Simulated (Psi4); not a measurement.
# HF/3-21G run of CH6O3Sn (SMILES C[Sn](O)(O)O)

Aim: the vertical singlet–triplet gap of CH6O3Sn at HF/3-21G, from 2 runs. 

The results are computed with Psi4 1.11.

7 further runs of the same task are left out: 6 that didn't finish, 1 set aside as unsound or not needed. Runs told in other sessions of the task aren't counted.

**1. The structure to begin with**

CH6O3Sn has 11 atoms, charge 0, and is taken as a singlet. As SMILES, `C[Sn](O)(O)O`. The shape is that of a PBE0-D4/def2-TZVP optimisation. This is one conformer, not always the lowest.

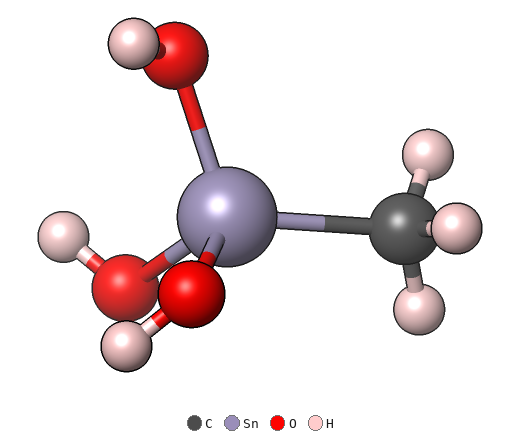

Viewed from a chosen angle; carbon dark grey, tin purple, oxygen red, hydrogen pink.

**2. Energy and forces at HF/3-21G**

Contents of ch6o3sn.json:

```json
{
 "schema_name": "qcschema_input",
 "schema_version": 1,
 "molecule": {
  "schema_name": "qcschema_molecule",
  "schema_version": 2,
  "symbols": ["C", "Sn", "O", "O", "O", "H", "H", "H", "H", "H", "H"],
  "geometry": [-3.08928647, 1.55231553, 0.30464275, 0.45772946, -0.22967731, -0.04514556, 1.24413899, -2.40762447, 2.84426458, 3.24654948, 2.19244135, -0.30265854, 0.6775802, -2.38092264, -3.05088724, -2.85802179, 3.30925059, 1.351003, -3.8301725, 1.9485344, -1.57400958, -4.37329868, 0.3001452, 1.31392657, 2.89574072, -2.06620765, 3.51727165, 4.33401128, 1.82243298, -1.70901162, 1.29502931, -4.04070689, -2.64939603],
  "molecular_charge": 0,
  "molecular_multiplicity": 1,
  "fix_symmetry": "c1"
 },
 "driver": "gradient",
 "model": {
  "method": "scf",
  "basis": "3-21G"
 },
 "keywords": {
  "puream": true,
  "e_convergence": 1e-09,
  "d_convergence": 1e-08,
  "scf_type": "pk"
 }
}
```

Run with:

```
$ psi4 --qcschema ch6o3sn.json -n 1 --memory 2200MB
```

stdout:

```text
[...]
  Running in c1 symmetry.
[...]
  Nuclear repulsion =  560.418073432190795
[...]
  Multiplicity = 1
[...]
  Nalpha       = 43
  Nbeta        = 43
[...]
    Number of basis functions: 79
[...]
   @RHF iter   1: -6260.61975554137734   -4.40953e+00   8.53500e-03 DIIS/ADIIS
[...]
   @RHF iter  10: -6260.84520120895650   -4.91127e-11   9.43474e-09 DIIS
[...]
    Orbital Energies [Eh]
    ---------------------
    Doubly Occupied:
       1A   -1034.919103     2A   -156.258324     3A   -145.404769
       4A   -145.404769     5A   -145.404520     6A    -31.562364
       7A    -26.937927     8A    -26.937927     9A    -26.936941
      10A    -20.420995    11A    -20.420771    12A    -20.420762
      13A    -19.106147    14A    -19.106146    15A    -19.104795
      16A    -19.104564    17A    -19.104563    18A    -11.173663
      19A     -5.573112    20A     -3.957435    21A     -3.957433
      22A     -3.957214    23A     -1.462193    24A     -1.462190
      25A     -1.447669    26A     -1.439923    27A     -1.439920
      28A     -1.296420    29A     -1.262994    30A     -1.262992
      31A     -0.950788    32A     -0.678372    33A     -0.626591
      34A     -0.626572    35A     -0.571171    36A     -0.571162
[...]
  @RHF Final Energy: -6260.84520120895650
   => Energetics <=
    Nuclear Repulsion Energy =            560.4180734321907948
    One-Electron Energy =               -9755.2935632872795395
    Two-Electron Energy =                2934.0302886461322487
    Total Energy =                      -6260.8452012089564960
[...]
 Multipole Moments:
 ------------------------------------------------------------------------------------
     Multipole            Electronic (a.u.)      Nuclear  (a.u.)        Total (a.u.)
 ------------------------------------------------------------------------------------
 L = 1.  Multiply by 2.5417464519 to convert [e a0] to [Debye]
 Dipole X            :          2.3317299           -2.1311072            0.2006227
 Dipole Y            :         -1.1703630            1.0689523           -0.1014107
 Dipole Z            :         -0.2305001            0.2102255           -0.0202746
 Magnitude           :                                                    0.2257092
[...]
  -Total Gradient:
     Atom            X                  Y                   Z
    ------   -----------------  -----------------  -----------------
       1        0.002495351350    -0.001249666295    -0.000237149317
       2       -0.001369742873     0.000692613332     0.000119353465
       3        0.000410237069    -0.012166208943     0.019884239571
       4        0.013854673690     0.018701079416    -0.001254015484
       5       -0.003391831454    -0.011995252513    -0.019697502071
       6        0.004358995269     0.003060132837     0.002501959842
       7        0.001614662433    -0.000808249403    -0.005605900554
       8        0.000139491992    -0.005331701040     0.002498796520
       9       -0.006226560112     0.005078241625    -0.011756449548
      10       -0.010885168316    -0.007525705674     0.005273428396
      11       -0.001000109012     0.011544716684     0.008273239180
[...]
```

Wall time 4.2 s (1 thread of Intel Xeon 6975P-C (Granite Rapids), shared host); peak memory 0.25 GiB.

**3. The triplet at the same level**

Contents of calc.dat:

```
memory 2200 MB

molecule {
  0 3
  C
  Sn 1 R2
  O 2 R3 1 A3
  O 2 R4 3 A4 1 D4
  O 2 R5 4 A5 3 D5
  H 1 R6 2 A6 4 D6
  H 1 R7 6 A7 2 D7
  H 1 R8 6 A8 7 D8
  H 3 R9 2 A9 4 D9
  H 4 R10 2 A10 3 D10
  H 5 R11 2 A11 4 D11

  R2 = 2.108701
  R3 = 1.959427
  A3 = 112.55584
  R4 = 1.95942
  A4 = 106.2045
  D4 = 123.62201
  R5 = 1.959434
  A5 = 106.1926
  D5 = -112.7706
  R6 = 1.089022
  A6 = 109.04931
  D6 = -32.86773
  R7 = 1.08903
  A7 = 109.89108
  D7 = -119.48331
  R8 = 1.089035
  A8 = 109.88951
  D8 = -121.04142
  R9 = 0.960904
  A9 = 111.82647
  D9 = -6.31833
  R10 = 0.960906
  A10 = 111.81589
  D10 = 106.52736
  R11 = 0.960908
  A11 = 111.82382
  D11 = 106.52137
  units angstrom
  symmetry c1
  no_reorient
  no_com
}

set {
  basis 3-21G
  reference uhf
  puream true
  e_convergence 1e-09
  d_convergence 1e-06
  scf_type pk
  maxiter 100
  soscf true
  soscf_start_convergence 0.001
}

e, wfn = gradient("scf", return_wfn=True)
oeprop(wfn, "QUADRUPOLE", "MULLIKEN_CHARGES", "MAYER_INDICES")
```

Run with:

```
$ psi4 -i calc.dat -o calc.out -n 1
```

calc.out (excerpt; [...] marks lines left out):

```text
[...]
  Running in c1 symmetry.
[...]
  Nuclear repulsion =  560.418087330227650
[...]
  Multiplicity = 3
[...]
  Nalpha       = 44
  Nbeta        = 42
[...]
    Number of basis functions: 79
[...]
   @UHF iter   1: -6260.27044423957159   -4.06022e+00   8.50793e-03 DIIS/ADIIS
[...]
   @UHF iter  33: -6260.57088382666188   -3.18323e-11   1.41496e-08 SOSCF, nmicro=conv
[...]
   @S^2 Observed:                2.019627683E+00
[...]
  @UHF Final Energy: -6260.57088382666188
   => Energetics <=
    Nuclear Repulsion Energy =            560.4180873302276495
    One-Electron Energy =               -9755.5241132568862668
    Two-Electron Energy =                2934.5351420999968468
    Total Energy =                      -6260.5708838266609746
  UHF NO Occupations:
  HONO-2 :   42  A 1.9970874
  HONO-1 :   43  A 1.0000000
  HONO-0 :   44  A 1.0000000
  LUNO+0 :   45  A 0.0029126
  LUNO+1 :   46  A 0.0029049
[...]
  -Total Gradient:
     Atom            X                  Y                   Z
    ------   -----------------  -----------------  -----------------
       1       -0.000007670164     0.000031285492     0.199326986253
       2        0.000000074771    -0.000041466279    -0.120502558606
       3       -0.008107159957    -0.001358174700     0.000479433644
       4        0.002921272058     0.007710471080     0.000438332926
       5        0.005204248316    -0.006336859623     0.000439521932
       6        0.005884428694     0.000517770105    -0.017819495580
       7       -0.002482780669    -0.005346739989    -0.017827373424
       8       -0.003392845209     0.004830593761    -0.017818282657
       9        0.011719904792     0.011106195071    -0.008908733351
      10        0.003752806817    -0.015716400786    -0.008903668867
      11       -0.015492279452     0.004603325869    -0.008904162314
[...]
```

Wall time 14 s (1 thread of Intel Xeon 6975P-C (Granite Rapids), shared host); peak memory 0.26 GiB.

**4. What came out**

At HF/3-21G:

| quantity | value |
| --- | --- |
| singlet: total energy | -6260.84520 Eh |
| singlet: dipole moment | 0.57 D |
| singlet: HOMO energy | -11.64 eV |
| singlet: LUMO energy | 3.67 eV |
| singlet: HOMO–LUMO gap | 15.31 eV |
| singlet: largest force on an atom | 1.199 eV/Å |
| triplet: total energy | -6260.57088 Eh |
| triplet: dipole moment | 2.38 D |
| triplet: HOMO energy (highest over α and β) | -3.80 eV |
| triplet: LUMO energy (lowest over α and β) | -2.67 eV |
| triplet: ⟨S²⟩ | 2.020 |
| triplet: largest force on an atom | 10.250 eV/Å |
| vertical energy of the triplet above the singlet | 7.465 eV |

**Reading.** At this shape the triplet lies 7.46 eV (720 kJ/mol) above the singlet. The largest force (singlet) is 1.20 eV/Å: the shape isn't a stationary point for this species at this level. Relativity is left out (singlet) although the molecule holds a heavy atom. With no_com the log's rotational constants are taken about the origin, not the centre of mass, so they aren't the molecule's. Relativity is left out (triplet) although the molecule holds a heavy atom.
